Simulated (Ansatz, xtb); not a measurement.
Bond stretch in SiMg, lowest singlet found (which spin is the ground state isn't settled by this scan).

- RCCSD(T) = CCSD(T) on RHF/aug-cc-pVDZ, frozen core (Ansatz, a quantum-chemistry and plane-wave program)
- GFN1-xTB (xtb)
- RHF/aug-cc-pVDZ (Ansatz)

Energies are in kcal/mol, each relative to the lowest point of its own curve between 2.11 and 3.14 Å, where full CI is lowest.

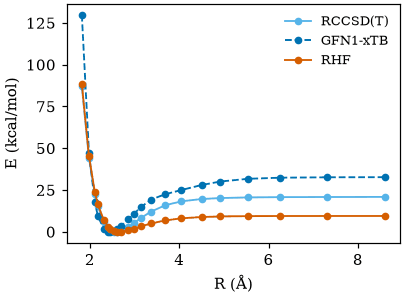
Figure. Energy against bond length for each method.

```tsv
R / Å	RCCSD(T)	GFN1-xTB	RHF
1.82	87.0	129.9	88.4
1.98	44.0	47.2	45.2
2.11	22.8	17.8	24.1
2.18	15.1	9.4	16.4
2.31	5.9	1.8	7.1
2.41	2.1	0.1	3.1
2.46	1.0	0.0	1.8
2.55	0.1	0.8	0.5
2.60	0.0	1.5	0.1
2.70	0.6	3.6	0.0
2.86	2.9	7.5	0.8
2.99	5.3	10.9	1.9
3.14	8.2	14.7	3.2
3.37	12.1	19.3	5.0
3.69	15.9	22.5	6.8
4.05	18.2	25.0	8.1
4.50	19.6	28.0	8.8
4.92	20.2	30.1	9.2
5.54	20.6	31.7	9.4
6.26	20.7	32.4	9.4
7.31	20.8	32.6	9.5
8.61	20.9	32.7	9.5
```

At the longest distance, 8.61 Å, GFN1-xTB lies highest above its minimum (32.7 kcal/mol) and RHF lowest (9.5 kcal/mol).

The restricted form behind RHF keeps the bonding electrons paired and can't separate into open-shell fragments.
